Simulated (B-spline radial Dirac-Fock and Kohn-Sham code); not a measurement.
The ion Br⁴⁺ in the configuration [Ar] 3d10 4s2 4p1. Computed with a B-spline radial atomic code: independent-particle Coulomb rates on relativistic LDA orbitals, configuration-average energies from Dirac–Fock.

What should this plot look like? Auger groups that fill an L2 (2p1/2) hole, broadened by 3.0 eV full width. Kinetic energies count from the vacuum level; very weak lines are left out.

The strongest group is L2-M4M5 at 1.364 keV (32 % of the non-radiative width), followed by L2-M2M3 at 1.123 keV (15 %), L2-M2M5 at 1.240 keV (13 %), L2-M3M4 at 1.247 keV (8.7 %). The lines shown span 1.051 keV to 1.365 keV.

The computed plot:

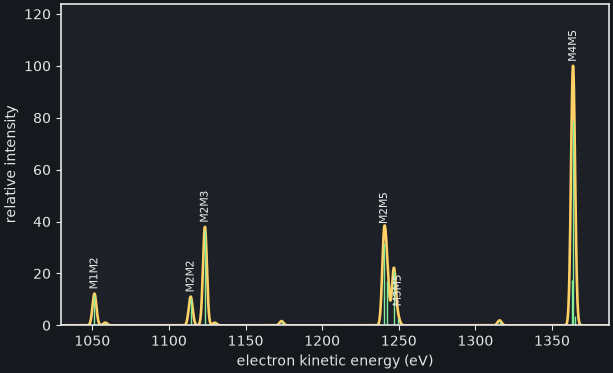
